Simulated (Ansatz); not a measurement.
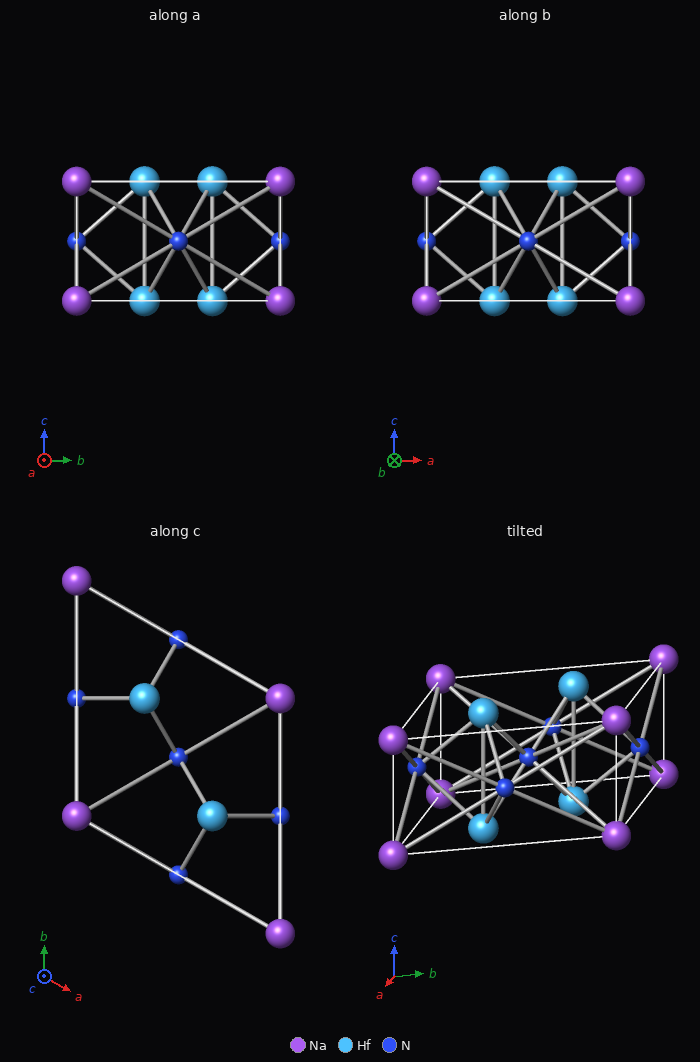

Ball-and-stick representation of a periodic structure, projected along the a axis, along the b axis, along the c axis and slightly off an axis. Thin lines show the conventional unit cell, with boundary atoms drawn in all their periodic places.

Lattice parameters: a = 5.7308 Å, b = 5.7308 Å, c = 2.9107 Å, α = 90.000°, β = 90.000°, γ = 120.000°.

Transcribe the picture into a CIF in P1 with every atom of the cell.

```cif
data_structure
_symmetry_space_group_name_H-M 'P 1'
_symmetry_Int_Tables_number 1
_cell_length_a 5.7308
_cell_length_b 5.7308
_cell_length_c 2.9107
_cell_angle_alpha 90.000
_cell_angle_beta 90.000
_cell_angle_gamma 120.000
_cell_volume 82.79
loop_
_atom_site_label
_atom_site_type_symbol
_atom_site_fract_x
_atom_site_fract_y
_atom_site_fract_z
_atom_site_occupancy
Na1 Na 0.0000 0.0000 0.0000 1
Hf1 Hf 0.3333 0.6667 0.0000 1
Hf2 Hf 0.6667 0.3333 0.0000 1
N1 N 0.5000 0.0000 0.5000 1
N2 N 0.5000 0.5000 0.5000 1
N3 N 0.0000 0.5000 0.5000 1
```

Source of the structure: a structure type filled with these elements by a generator (whether the compound takes this form wasn't checked). The atoms were relaxed in a fixed cell with Ansatz, DFT PBE, scalar-relativistic, plane waves, PAW.
